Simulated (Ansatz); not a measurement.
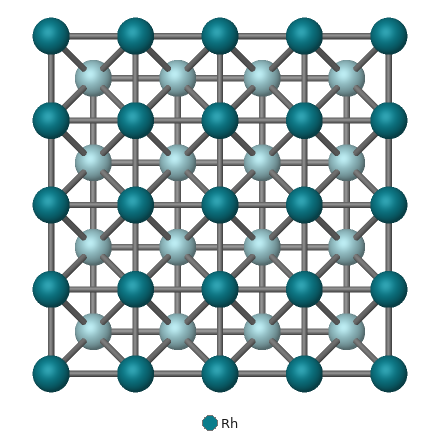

The system is N₂ on a Rh(100) slab cut from the Fm-3m phase, its upper half relaxed before the scan (12 atoms of substrate and one adsorbate in a 2 × 2 cell); the picture shows it without the atoms that are moved over the map. N2 is moved over the surface cell at a fixed height above a rigid substrate; the origin of the map has the adsorbate above Rh9; the height is held at 3.70 Å. Places are given modulo a cell vector. The map is drawn in real space over the plane of the surface. Grid: 6 × 6 points; 10 points were computed and 26 follow by symmetry. Places are given in fractions of the 1 × 1 surface cell. All energies are given in meV relative to the lowest grid point. At a fixed height the lowest place need not be the adsorption site. Method: DFT PBE+D3(BJ), scalar-relativistic, plane waves, PAW (Ansatz 0.2.0). Settings: cutoff 420 eV, k-mesh 5×5×1, gaussian smearing 0.1 eV, no spin polarisation.

Range: position of N13 along the first surface vector from 0.000 to 0.833; position of N13 along the second surface vector from 0.000 to 0.833.

**What will the energy surface look like?**

The lowest grid point is at the top site over a surface Rh atom, (0/6, 0/6) of the cell vectors. It is the only kind of minimum in the scanned range. The highest grid point, a fourfold hollow over a second-layer Rh atom, (3/6, 3/6) of the cell vectors, lies 5.81 meV above the lowest. On the interpolated surface the easiest way out of the lowest well to its copy in the next cell or period passes a barrier of about 3.6 meV.

| second ↓, first → | 0/6 | 1/6 | 2/6 | 3/6 | 4/6 | 5/6 |
| --- | --- | --- | --- | --- | --- | --- |
| 5/6 | 0.89 | 1.70 | 3.34 | 4.16 | 3.34 | 1.70 |
| 4/6 | 2.71 | 3.34 | 4.62 | 5.26 | 4.62 | 3.34 |
| 3/6 | 3.62 | 4.16 | 5.26 | 5.81 | 5.26 | 4.16 |
| 2/6 | 2.71 | 3.34 | 4.62 | 5.26 | 4.62 | 3.34 |
| 1/6 | 0.89 | 1.70 | 3.34 | 4.16 | 3.34 | 1.70 |
| 0/6 | 0.00 | 0.89 | 2.71 | 3.62 | 2.71 | 0.89 |

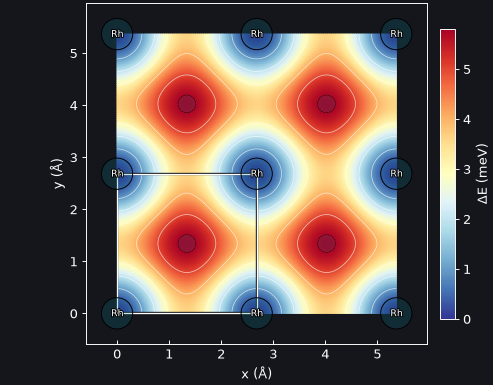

Drawn: a smooth colour map with a few white contour lines, labelled circles for the atoms of the top layer and small ones for the second layer, the outline of one cell of the 2 × 2 shown. Between grid points the surface is interpolated.

The whole map (10 points run) took 7 min on 2 threads of Arm Neoverse V2 (shared host).

PAW datasets: the set soft_1.
